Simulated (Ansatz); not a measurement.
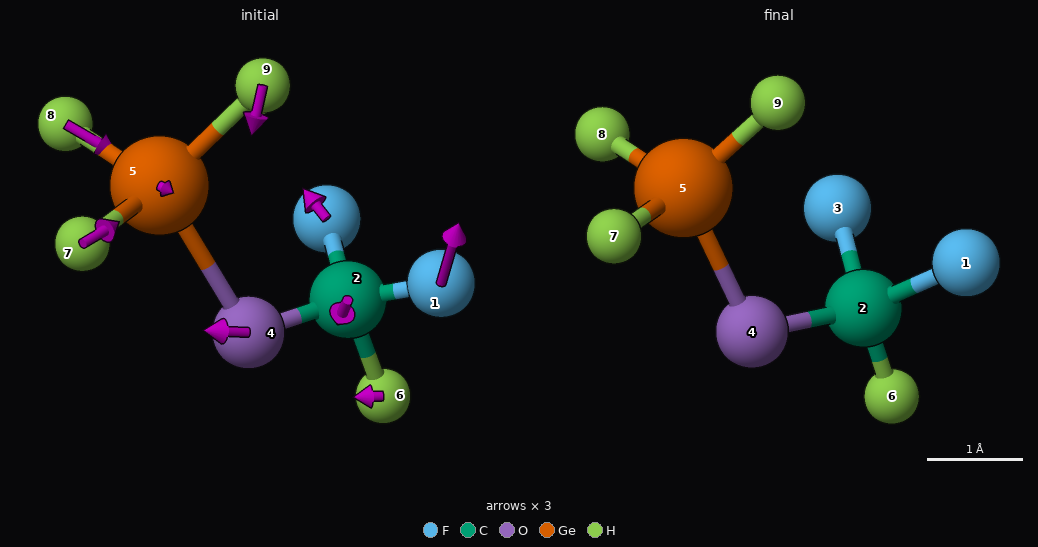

The structure of CH4F2GeO before (left) and after (right) a relaxation, at one scale. The purple arrows give the displacements, magnified 3 times.

Style: ball-and-stick. Shown from a free direction.

The calculation used RKS r2SCAN0/STO-3G in Ansatz.

Input file:
```yaml
crystal:
  periodic: [false, false, false]
  atoms:
    - {symbol: F, position_ang: [1.551471, -0.997975, 0.795429]}
    - {symbol: C, position_ang: [1.220323, -0.339797, 0.019825]}
    - {symbol: F, position_ang: [1.390592, 0.921928, 0.422183]}
    - {symbol: O, position_ang: [0.345476, -0.400620, -0.812011]}
    - {symbol: Ge, position_ang: [-1.331455, 0.224171, -0.054233]}
    - {symbol: H, position_ang: [2.290165, -0.485184, -0.650540]}
    - {symbol: H, position_ang: [-2.427535, -0.634795, -0.855548]}
    - {symbol: H, position_ang: [-1.623980, 1.698845, -0.263644]}
    - {symbol: H, position_ang: [-1.348513, -0.152815, 1.495727]}
basis:
  gaussian: {orbitals: STO-3G}
hamiltonian: {xc: {name: r2SCAN0}}
relax: {f_tol: 0.0001, max_steps: 3}
output: {forces: true}
```

Run as
```bash
ansatz run in.yaml --threads 4 --pin off --events-out ev --progress --plain --max-ram 10444MiB
```

### What changed between the two?

The relaxation stopped without meeting its thresholds, so the last structure isn't shown to be converged. The input was poor on purpose: steps. The largest move after the best rigid fit is that of F1, 0.31 Å. By element the largest moves are F 0.31 Å, H 0.22 Å, O 0.18 Å, C 0.17 Å, Ge 0.07 Å. Among the contacts that change: F1–C2 1.070 → 1.394 Å, Ge5–H7 1.607 → 1.408 Å, Ge5–H9 1.595 → 1.408 Å, C2–O4 1.209 → 1.396 Å. Among the angles between lasting bonds that change: F1–C2–O4 133.8° → 116.2°, F1–C2–H6 93.0° → 108.7°, F3–C2–H6 99.2° → 112.7°. The energy falls by 8.590 eV in 2 geometry steps. Largest force component: 31 eV/Å at the start, 1.4 eV/Å at the end. The run took 3.4 s on 4 threads of Arm Neoverse V2 (shared host).

Limits of the set-up: STO-3G is a minimal basis, so the numbers are rough.
